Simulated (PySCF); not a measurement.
# Al₂ (charge +1, doublet): what the fields show

```yaml
atoms:
  - { symbol: Al, position_ang: [0.0000, 0.0000, -1.6195] }
  - { symbol: Al, position_ang: [0.0000, 0.0000, 1.6195] }
```

The calculation used PySCF, PBE0/def2-TZVPPD, non-relativistic Hamiltonian with scalar-relativistic core potentials where named, at a bond length of 3.239 Å.

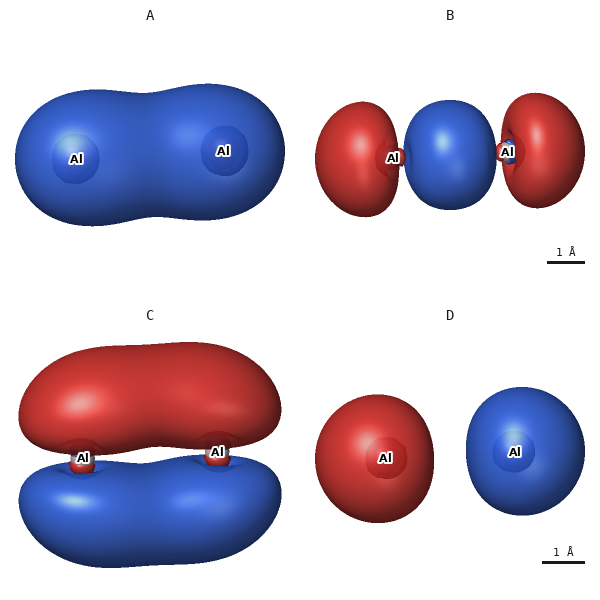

Figure 1. Four frontier α-spin orbitals, each drawn at the value that holds 80 % of its norm (blue and red are the two phases), in no order; of a degenerate pair one member is drawn.

### Name the orbitals and rank them from lowest to highest energy.

Orbital A: σg, occupied in this spin, −15.10 eV; with no node between the nuclei.
Orbital D: σu, occupied in this spin, −13.37 eV; antibonding, with a node between the atoms.
Orbital B: σg, occupied in this spin, −9.67 eV; with no node between the nuclei.
Orbital C: πu, empty in this spin, −7.35 eV; with no node between the nuclei, bonding.

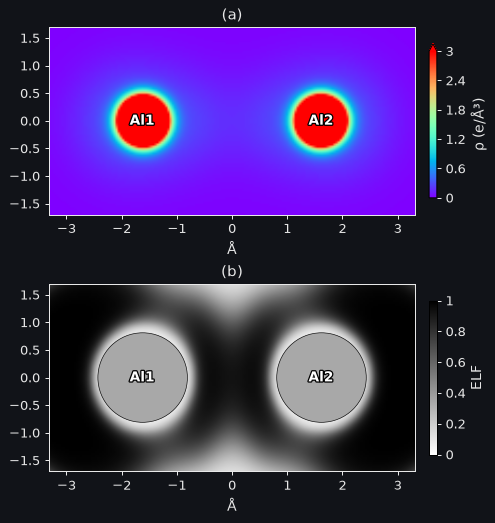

Figure 2. (a) total electron density; (b) electron localisation function on a plane that holds the molecular axis. Grey discs cover the atomic cores in the ELF map.

### Read the bonding off the picture.

- The section cuts through Al sites.
- Al–Al (3.24 Å): the density is about 0.18 e/Å³ at the midpoint; the ELF peaks at about 0.95 between the atoms.
